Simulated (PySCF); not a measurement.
| atom | x (Å) | y (Å) | z (Å) |
| --- | --- | --- | --- |
| C | 2.8535 | 0.8212 | -0.0423 |
| C | 1.4853 | 0.3578 | -0.0210 |
| C | 0.3263 | -0.0163 | 0.0138 |
| C | -0.9724 | -0.4463 | 0.0212 |
| C | -2.1164 | 0.4834 | 0.2567 |
| N | -1.2716 | -1.8075 | -0.0874 |
| H | 3.5243 | -0.0131 | -0.2503 |
| H | 2.9904 | 1.5792 | -0.8171 |
| H | 3.1286 | 1.2578 | 0.9206 |
| H | -2.6575 | 0.2106 | 1.1662 |
| H | -2.8279 | 0.4456 | -0.5736 |
| H | -1.7559 | 1.5034 | 0.3575 |
| H | -0.5297 | -2.3698 | -0.4780 |
| H | -2.1776 | -2.0066 | -0.4885 |

Geometry: GFN2-xTB.

These are results of UKS B3LYP, pcH-1 on C H N, non-relativistic, mean-field spin-orbit, GIAO (PySCF), not measurements.

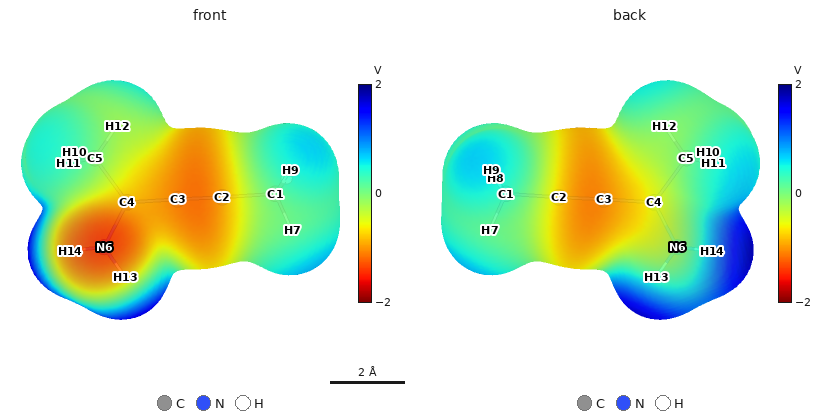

C$_{5}$H$_{8}$N (SMILES CC#C[C](C)N) (doublet). The electrostatic potential painted on the density surface at 0.002 e/bohr³, seen from the front and from behind; red is negative and blue positive.

### Describe the electrostatic potential map.

The most negative region (about −1.4 V) lies over N6, the most positive (about +1.8 V) over H14. N6 is the likeliest acceptor of a hydrogen bond.
